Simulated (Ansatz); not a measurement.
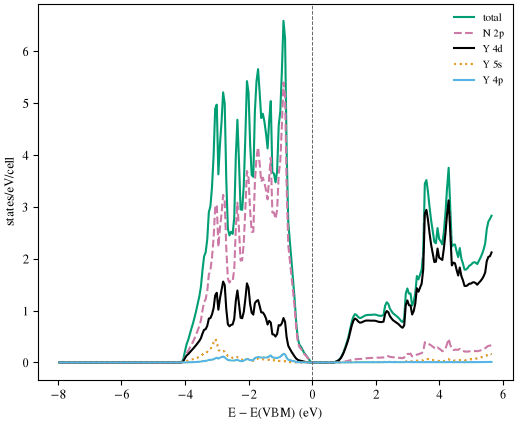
Figure: Total and projected density of states of YN (NiAs type, P6_3/mmc), the program Ansatz at the r²SCAN level (PAW)

Which orbitals carry the states next to the gap?

Top 1 eV of the valence band: N 2p 83 %, Y 4d 12 %. Bottom 1 eV of the conduction band: Y 4d 90 %, N 2p 7 %. Projections are on Löwdin-orthogonalised atomic valence shells; empty p or d shells of many metals are not among them.

Where is the tallest occupied peak in this window, and what makes it?

Near -0.9 eV, about 6.6 states/eV per cell; the largest projected share is N 2p.

A made-up cell: these elements were put on the sites of a structure type; the Crystallography Open Database copy checked does not list it. COD files the formula under space group No. 225, so this cell is another polymorph or a model. Whether it is the stable phase at ambient conditions was not checked. Symmetry was held in the r²SCAN relaxation; whether a distortion lowers the energy is not shown. The run is not spin-polarised. The volume moved by -27 % from the start of the relaxation. Scalar-relativistic: spin–orbit coupling is off unless named, which matters more the heavier the elements.

Potentials: the later of the program's two PAW sets.
